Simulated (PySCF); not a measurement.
**Run report: C$_{5}$H$_{8}$Cl, EPR calculation**

- system: C$_{5}$H$_{8}$Cl, multiplicity 2
- method: UKS B3LYP, pcH-1 on C Cl H, non-relativistic, mean-field spin-orbit, GIAO (PySCF 2.14.0)

It belongs to a series of runs on one base structure; here: H removed from sp3 C.

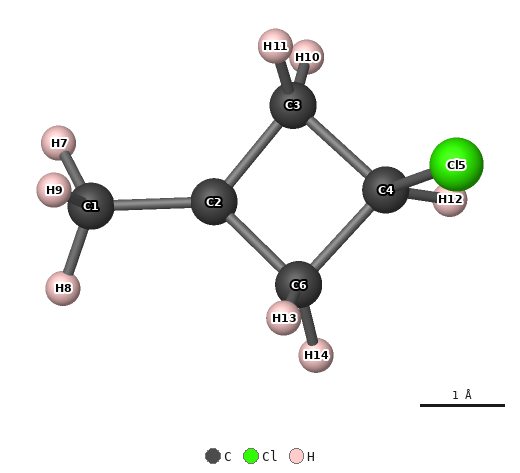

**Figure 1.** The structure (ball-and-stick view, seen at a tilt; atoms are numbered from 1 in the order of the input). Bond lengths as drawn: C–C 1.47 to 1.54 Å, C–Cl 1.77 Å and C–H 1.09 to 1.10 Å.

Key numbers:

| quantity | value |
| --- | --- |
| outcome | converged |
| total energy | −655.488646 hartree |
| ⟨S²⟩ | 0.754 |
| isotropic g | 2.0027 |
| hardware | 1 CPU thread, shared host |
| wall time | 39 s |
| peak memory | 0.86 GiB |

Input:
```
{"job": {"kind": "epr", "basis": "pcH-1"}, "charge": 0, "multiplicity": 2}
C      1.965348    -0.078493    -0.073407
C      0.502968     0.013240    -0.210409
C     -0.555273    -1.039288    -0.237371
C     -1.591136     0.080220    -0.038976
Cl    -2.644160    -0.116190     1.375733
C     -0.456405     1.105020     0.129854
H      2.358699    -0.877551    -0.700955
H      2.434758     0.862907    -0.355475
H      2.264862    -0.298702     0.960354
H     -0.661787    -1.612582    -1.162741
H     -0.515005    -1.753613     0.591955
H     -2.243093     0.256470    -0.893504
H     -0.363131     1.500745     1.146988
H     -0.497322     1.957343    -0.554211
```

The first line tells a small driver script what to run in PySCF; the rest is the geometry in Å.

Command:
```bash
OMP_NUM_THREADS=1 python <driver script> task.json out
```

The program's output:
```
UKS, coarse grid
  cycle   1  E = -655.44333901  |g| = 3.02e-01
  cycle   2  E = -655.43846681  |g| = 3.16e-01
  cycle   3  E = -655.48773346  |g| = 4.11e-02
  cycle   4  E = -655.48837896  |g| = 2.20e-02
  cycle   5  E = -655.48860462  |g| = 4.17e-03
  cycle   6  E = -655.48861560  |g| = 2.50e-03
  cycle   7  E = -655.48861813  |g| = 8.46e-04
UKS, final grid
  cycle   1  E = -655.48864502  |g| = 1.13e-03
  cycle   2  E = -655.48864418  |g| = 1.75e-03
  cycle   3  E = -655.48864564  |g| = 7.75e-05
  cycle   4  E = -655.48864565  |g| = 5.15e-05
  cycle   5  E = -655.48864565  |g| = 1.42e-05
E = -655.48864565 Eh   <S^2> = 0.7543 (exact 0.7500)
g shifts (ppm)      1          2          3
  rmc          -137       -137       -137
  gc              0         26         20
  oz_so        -160        704        925
  total        -297        593        807
hyperfine (MHz)  atom isotope    a_iso     a_fc   dipolar eigenvalues
    0   13C     -27.59     -27.60     -1.90     -0.76      2.66
    1   13C     119.67     119.77    -80.49    -78.64    159.13
    2   13C     -32.28     -32.29     -2.66     -0.29      2.95
    3   13C       3.85       3.85     -1.51     -1.25      2.76
    4  35Cl      -0.01      -0.00     -1.14      0.18      0.96
    5   13C     -32.34     -32.35     -2.67     -0.26      2.93
    6    1H      37.22      37.22     -4.88     -4.45      9.32
    7    1H      31.31      31.31     -4.91     -4.37      9.28
    8    1H     141.79     141.79     -4.65     -3.24      7.89
    9    1H     100.06     100.06     -4.76     -4.06      8.83
   10    1H     114.30     114.30     -4.41     -2.91      7.32
   11    1H      -2.12      -2.12     -2.65     -2.50      5.16
   12    1H     114.20     114.20     -4.41     -2.91      7.32
   13    1H     101.03     101.03     -4.78     -4.08      8.86
```

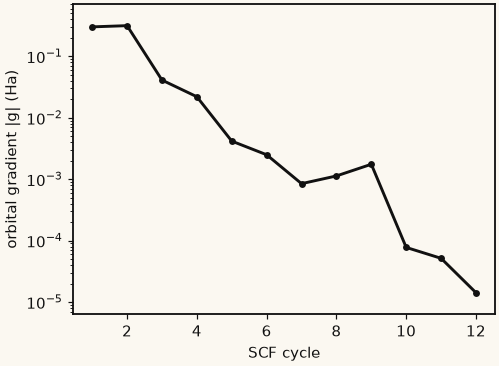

**Figure 2.** Convergence of the self-consistent field: orbital gradient |g| against the SCF cycle. All cycles printed in the log are drawn one after another.

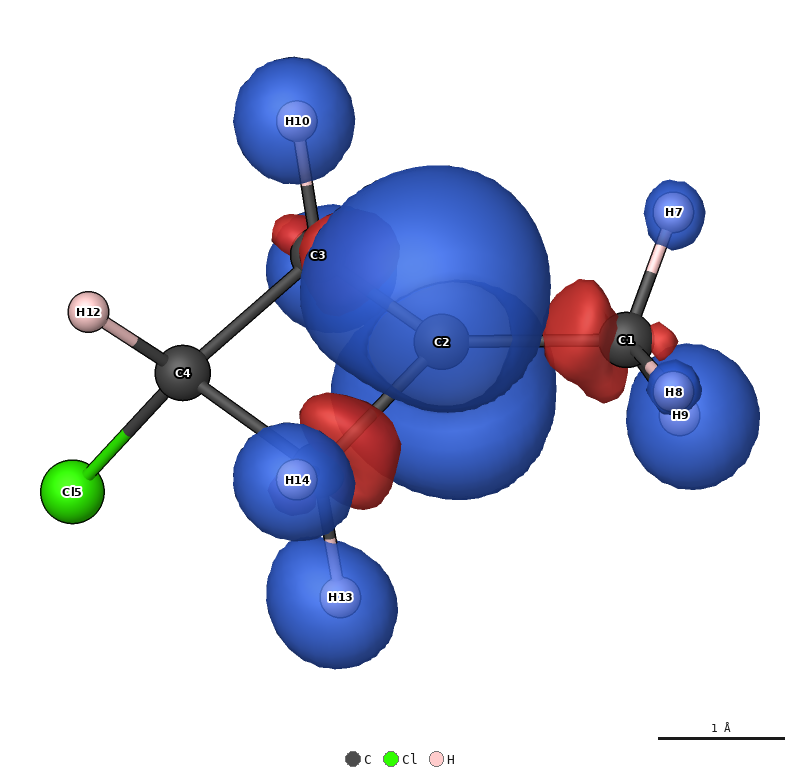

**Figure 3.** Isosurfaces of the spin density (α minus β) at +0.02 (blue) and −0.02 e/Å³ (red), seen at an oblique angle. The unpaired spin (1 electron) lies mostly on C2 (about 0.6), in electrons by Hirshfeld's partition.

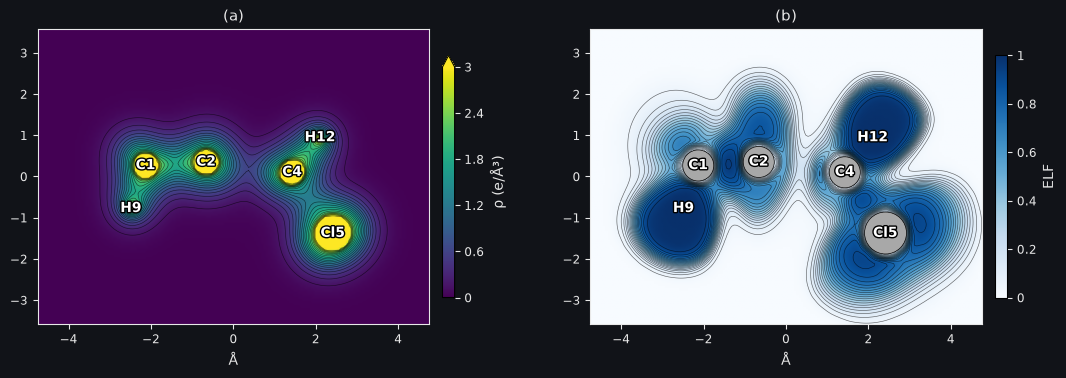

**Figure 4.** (a) electron density; (b) ELF on the plane of atoms Cl5, C4 and H12. Grey discs, where drawn, cover atomic cores. The section cuts through C, Cl and H sites. C–Cl (1.77 Å): ρ is about 1.3 e/Å³ halfway; the ELF peaks at about 0.90 between the atoms, which marks localised, shared-pair bonding. C–H (1.10 Å): ρ is about 1.9 e/Å³ halfway; the ELF climbs to about 1 towards the hydrogen, as it does in any bond to H; a covalent bond by its length.

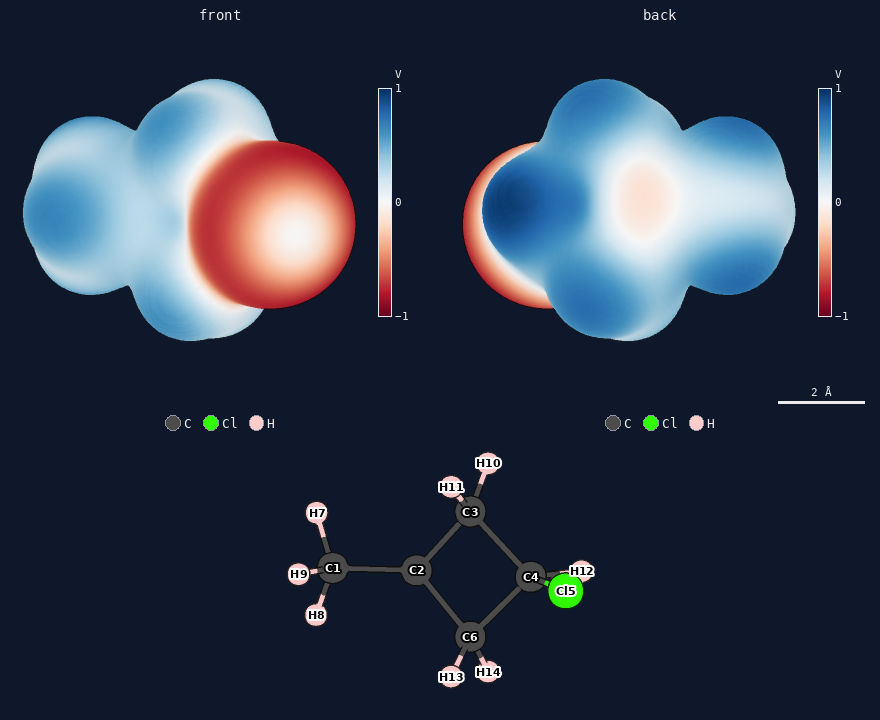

**Figure 5.** The electrostatic potential painted on the density surface at 0.002 e/bohr³, seen at a tilt and from behind; red is negative and blue positive. The bare structure is drawn below in the same view. A positive charge is drawn to the negative regions and a negative charge to the positive ones.
